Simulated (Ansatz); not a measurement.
## Electronic structure of ClFH6Si3···SiH4···HF in real space

| atom | x (Å) | y (Å) | z (Å) |
| --- | --- | --- | --- |
| Si | -0.1291 | 0.0432 | -1.9712 |
| Si | -1.4588 | 0.7018 | 2.1120 |
| Si | 2.0595 | 0.5133 | -1.2732 |
| Si | -0.9575 | -1.9857 | -1.1177 |
| Cl | -1.3542 | 1.6272 | -1.4555 |
| H | 1.8731 | 0.7449 | 1.9584 |
| F | 2.2209 | 0.1997 | 0.3131 |
| H | -0.5606 | -0.1144 | 1.2515 |
| F | 1.6149 | 1.0769 | 2.7863 |
| H | -1.1146 | 2.1362 | 1.9818 |
| H | -2.8549 | 0.4836 | 1.6492 |
| H | -1.3340 | 0.2509 | 3.5185 |
| H | -0.0823 | 0.0017 | -3.4593 |
| H | 2.4303 | 1.9362 | -1.4651 |
| H | 3.0303 | -0.3736 | -1.9643 |
| H | -0.9167 | -2.9956 | -2.2094 |
| H | -2.3557 | -1.7894 | -0.6615 |
| H | -0.1108 | -2.4571 | 0.0066 |

The product side of a reaction path; geometry: PBE0-D4/def2-TZVP; a saddle point, not a minimum.

Method: RKS PBE0-D4/def2-TZVPP (Ansatz).

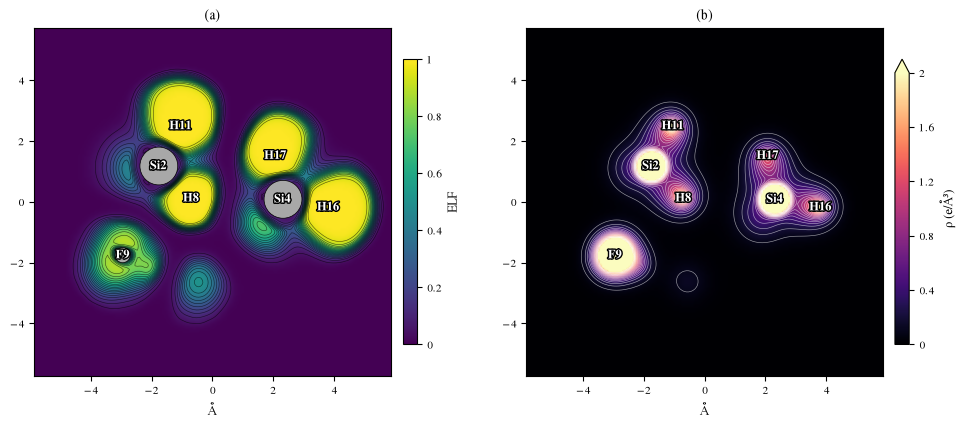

Figure 1. (a) electron localisation function; (b) total electron density on the plane of atoms H8, Si2 and H11. Grey discs cover the atomic cores in the ELF map.

What do the fields say about this system?

The plane passes through Si, H and F nuclei. Si–H (1.49 Å): the density is about 0.79 e/Å³ at the midpoint; the ELF climbs to about 1 towards the hydrogen, as it does in any bond to H. The ELF also peaks beside F9, away from the bonds: lone-pair regions.

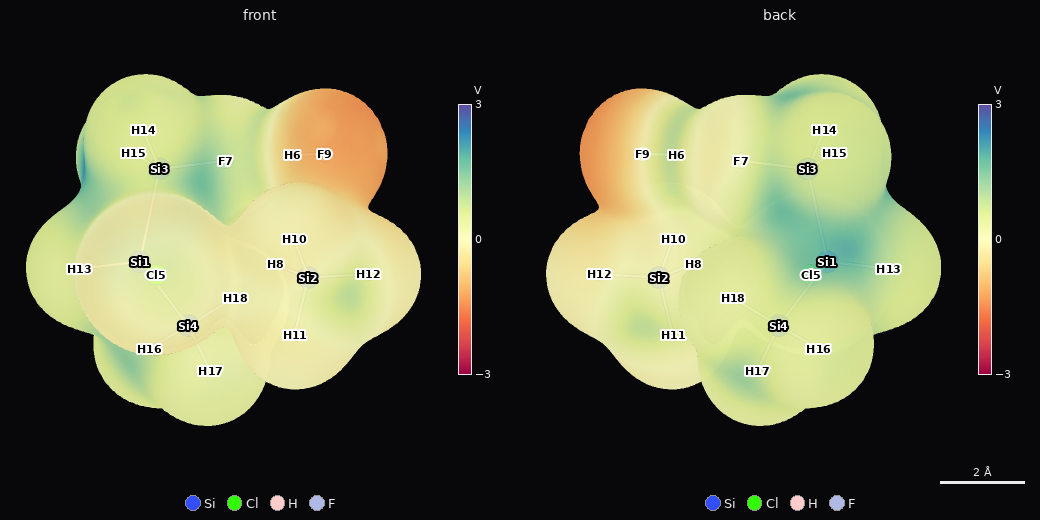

Figure 2. The electrostatic potential painted on the density surface at 0.002 e/bohr³, seen from the front and from behind; red is negative and blue positive.

Describe the electrostatic potential map.

The most negative region (about −1.4 V, or −32 kcal/mol for a unit charge) lies over F9, the most positive (about +2.0 V, or +46 kcal/mol for a unit charge) over Si1 and Si3.

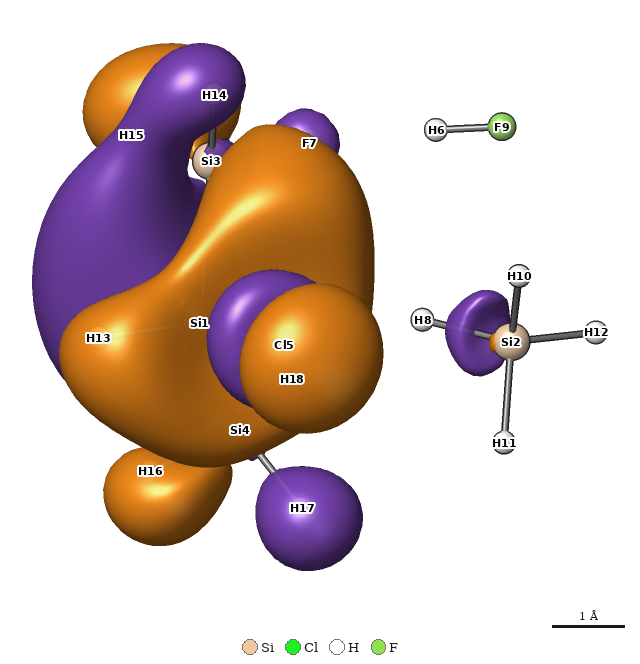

Figure 3. The LUMO at ±0.06 Å⁻³ᐟ² (orange and purple are the two phases), seen across its widest extent.

Describe this orbital and give its energy.

Its weight (Hirshfeld) is mainly on Si1 (about 35 %), Si3 (about 20 %), Si4 (about 15 %) and Cl5 (about 15 %). Its energy is −1.44 eV.
